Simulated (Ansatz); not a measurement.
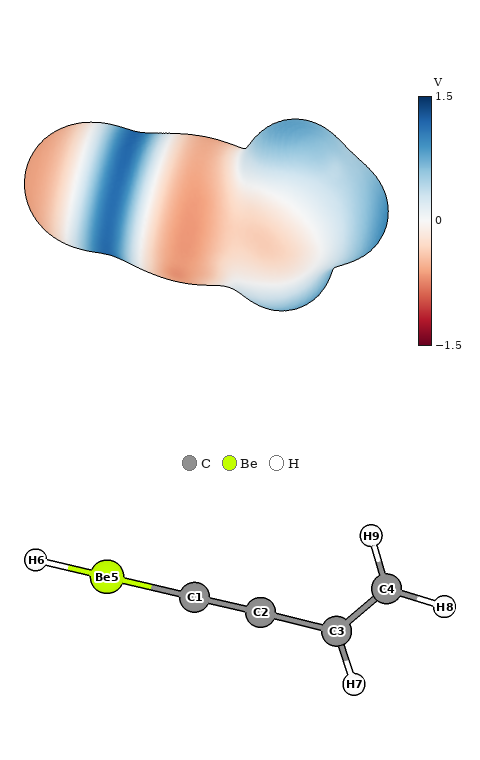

Figure 1: C$_{4}$H$_{4}$Be (SMILES [BeH][C]#CC=C). The electrostatic potential painted on the density surface at 0.001 e/bohr³, seen at a tilt; the colour scale runs from red (negative) to blue (positive). The bare structure is drawn below in the same view.

Geometry: PBE0-D3(BJ)/def2-SVP.

Computed with isolated molecule in a Gaussian basis; Kohn-Sham density functional theory, functional PBE0 (Ansatz).

The calculation's input:

```
crystal:
  periodic: [false, false, false]
  atoms:
    - {symbol: C, position_ang: [-2.061388, 0.838870, 1.481539]}
    - {symbol: C, position_ang: [-0.917139, 1.007927, 1.065096]}
    - {symbol: C, position_ang: [0.410859, 1.217459, 0.609110]}
    - {symbol: C, position_ang: [0.876271, 0.808248, -0.581274]}
    - {symbol: Be, position_ang: [-3.582199, 0.608996, 2.026032]}
    - {symbol: H, position_ang: [-4.823514, 0.420612, 2.468997]}
    - {symbol: H, position_ang: [1.077939, 1.751881, 1.296718]}
    - {symbol: H, position_ang: [1.911265, 1.001757, -0.871916]}
    - {symbol: H, position_ang: [0.238221, 0.273371, -1.289074]}
basis:
  gaussian:
    orbitals: def2-TZVPD
hamiltonian:
  xc: {name: PBE0}
output: {forces: true, orbitals: {seedname: orbitals}}
```

Run with:

```sh
ansatz run input.yaml --threads 1 --pin off --max-ram 2610MiB --events-out events.jsonl --progress --plain --runs-dir runs
```

**Which sites attract a positive test charge, and which a negative one?**

A positive charge is drawn to the negative regions and a negative charge to the positive ones. The most negative region (about −0.7 V) lies over C1 and C2, the most positive (about +1.2 V) over Be5.

**How polar is the molecule by this calculation?**

Its dipole moment is 1.82 D.
